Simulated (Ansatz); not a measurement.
# Ga2O3, response to strain

Base system: Ga₂O₃ in the corundum structure (space group R-3c, No. 167; a = 5.058 Å, c = 13.623 Å (hexagonal axes)). Axes: x lies along a and z along c of the hexagonal cell.

Strains are applied to the cell and any free atomic positions relax; under biaxial strain the out-of-plane vector relaxes too.

The values are results of Kohn–Sham DFT with the PBE functional, run in Ansatz (an electronic-structure program) with PAW and 420 eV plane waves, no spin-orbit coupling, not measurements.

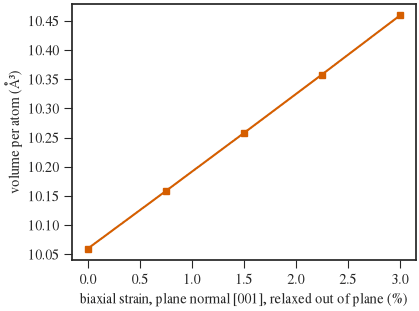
Fig. 1. Volume per atom against biaxial strain, plane normal [001], relaxed out of plane

| biaxial strain, plane normal [001], relaxed out of plane (%) | volume per atom |
|---|---|
| 0.75 | 10.16 Å³ |
| 1.5 | 10.26 Å³ |
| 2.25 | 10.36 Å³ |
| 3 | 10.46 Å³ |

Stability against distortions was not tested.
